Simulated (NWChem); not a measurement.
**H2O3 (trioxidane) at KT1 (NWChem form)/6-311++G(3df,3pd)**

Aim: the energy difference between two shapes of H2O3 (trioxidane) at KT1 (NWChem form)/6-311++G(3df,3pd), from 2 runs. 

Program for the calculation: NWChem 7.3.0.

2 further runs of the same task are left out: 1 that didn't finish, 1 set aside as unsound or not needed.

## (1) Starting point

The species is H2O3 (5 atoms), meant as a singlet with charge 0. SMILES: `OOO`. The coordinates come from a GFN2-xTB relaxation. This is a higher conformer, about 11 kJ/mol above the lowest found by a separate search.

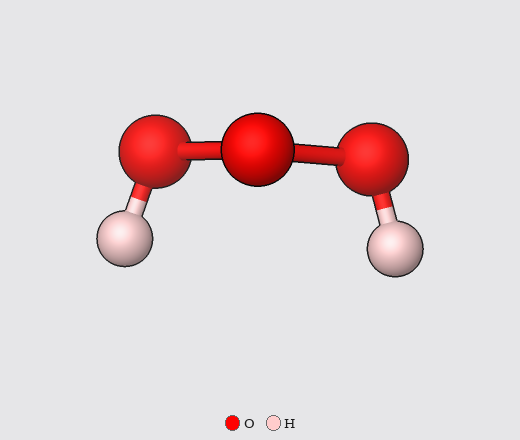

The structure, seen from a chosen angle (oxygen red, hydrogen pink).

## (2) The energy at KT1 (NWChem form)/6-311++G(3df,3pd)

h2o3.nw reads:

```
start h2o3
title "H2O3"
memory total 2200 mb
geometry units angstrom noautosym nocenter noautoz
   O     -0.984020    -0.692710    -0.137760
   O     -0.127030    -0.049090     0.747210
   O      1.176430    -0.056790     0.262120
   H     -1.378730    -0.001520    -0.695970
   H      1.313340     0.800110    -0.175600
end
basis "ao basis" spherical
   * library "6-311++G(3df,3pd)"
end
dft
   xc kt1
   grid fine
   mulliken
   print medium
end
task dft energy
```

The run is started by

```console
$ nwchem h2o3.nw > h2o3.out
```

Output:

```text
[...]
          Wavefunction type:  closed shell.
          No. of atoms     :     5
          No. of electrons :    26
[...]
          Charge           :     0
          Spin multiplicity:     1
[...]
          AO basis - number of functions:   153
[...]
              XC Information
              --------------
                        Slater Exchange Functional  1.000 local
                           KT1 gradient correction  1.000 non-local
            Perdew 1991 LDA Correlation Functional  1.000 local
[...]
 d= 0,ls=0.0,diis     1   -228.9890969404 -3.09D+02  5.84D-03  4.98D+00     3.0
[...]
 d= 0,ls=0.0,diis    10   -229.0720271567 -1.15D-07  4.60D-07  1.38D-08    25.3
         Total DFT energy =     -229.072027156651
      One electron energy =     -470.221855032818
           Coulomb energy =      189.982847190358
    Exchange-Corr. energy =      -28.780351008185
 Nuclear repulsion energy =       79.947331693994
[...]
      Total Density - Mulliken Population Analysis
     ---------------------------------------------
    Atom       Charge   Shell Charges
 -----------   ------   -------------------------------------------------------
    1 O    8     8.45   1.11  0.89  0.92  1.07  1.98  0.91  1.34  0.04  0.14  0.00  0.02  0.03  0.00
    2 O    8     8.06   1.11  0.89  0.89  1.10  1.92  0.85  1.18 -0.05  0.07  0.00  0.02  0.06  0.00
    3 O    8     8.45   1.11  0.89  0.92  1.07  1.98  0.91  1.34  0.04  0.14  0.00  0.02  0.03  0.00
    4 H    1     0.52   0.28  0.23 -0.03  0.01  0.00  0.03 -0.01  0.00
    5 H    1     0.52   0.28  0.23 -0.03  0.01  0.00  0.03 -0.00  0.00
[...]
```

Run time: 26 s. Hardware: 1 thread of AMD EPYC 9R45 (Zen 5), shared host; peak memory 0.12 GiB.

## (3) The distorted shape

h2o3.nw reads:

```
START h2o3
TITLE "H2O3 KT1 (NWChem form)"
memory total 2200 mb
charge 0
GEOMETRY units atomic noautosym nocenter noautoz
O     -1.83229546    -1.31734131    -0.25827832
O     -0.28485354    -0.11162801     1.43253523
O      2.26258232    -0.14197890     0.45289932
H     -2.62780591    -0.01162937    -1.28678444
H      2.52761263     1.46532576    -0.32192051
END
BASIS spherical
* library "6-311++G(3df,3pd)"
END
DFT
xc kt1
grid fine
mulliken
END
TASK dft energy
```

The run is started by

```console
$ nwchem h2o3.nw > h2o3.out
```

Output:

```text
[...]
          Wavefunction type:  closed shell.
          No. of atoms     :     5
          No. of electrons :    26
[...]
          Charge           :     0
          Spin multiplicity:     1
[...]
          AO basis - number of functions:   153
[...]
              XC Information
              --------------
                        Slater Exchange Functional  1.000 local
                           KT1 gradient correction  1.000 non-local
            Perdew 1991 LDA Correlation Functional  1.000 local
[...]
 d= 0,ls=0.0,diis     1   -228.9881887149 -3.08D+02  6.01D-03  4.99D+00     2.9
[...]
 d= 0,ls=0.0,diis    11   -229.0725331877 -5.97D-09  8.33D-07  1.33D-07    27.9
         Total DFT energy =     -229.072533187718
      One electron energy =     -469.217660556177
           Coulomb energy =      189.485323391377
    Exchange-Corr. energy =      -28.772150020972
 Nuclear repulsion energy =       79.431953998053
[...]
      Total Density - Mulliken Population Analysis
     ---------------------------------------------
    Atom       Charge   Shell Charges
 -----------   ------   -------------------------------------------------------
    1 O    8     8.42   1.11  0.89  0.92  1.07  1.99  0.91  1.32  0.04  0.14  0.00  0.02  0.03  0.00
    2 O    8     8.06   1.11  0.89  0.89  1.10  1.91  0.86  1.20 -0.05  0.07  0.00  0.02  0.06  0.00
    3 O    8     8.49   1.11  0.89  0.92  1.07  1.97  0.92  1.37  0.05  0.15  0.00  0.01  0.03  0.00
    4 H    1     0.52   0.28  0.23 -0.03  0.01  0.00  0.03 -0.01  0.00
    5 H    1     0.50   0.28  0.22 -0.04  0.01  0.00  0.03 -0.01  0.00
[...]
```

Run time: 29 s. Hardware: 1 thread of AMD EPYC 9R45 (Zen 5), shared host; peak memory 0.12 GiB.

## (4) Summary of results

Level: KT1 (NWChem form)/6-311++G(3df,3pd).

```
                              quantity          value
             first shape: total energy  -229.07203 Eh
            first shape: dipole moment         2.90 D
              first shape: HOMO energy       -6.82 eV
              first shape: LUMO energy       -1.30 eV
            first shape: HOMO–LUMO gap        5.52 eV
         distorted shape: total energy  -229.07253 Eh
        distorted shape: dipole moment         2.89 D
          distorted shape: HOMO energy       -6.90 eV
          distorted shape: LUMO energy       -1.52 eV
        distorted shape: HOMO–LUMO gap        5.37 eV
energy change with the atoms displaced      -0.014 eV
```

**Reading.** With the atoms displaced the energy falls by 0.01 eV (0.3 kcal/mol). The first shape isn't relaxed at this level, so the change isn't measured from a minimum. Mulliken charges (first shape) run from -0.45 on O1 to +0.48 on H4; in a basis this large or diffuse they mean little.
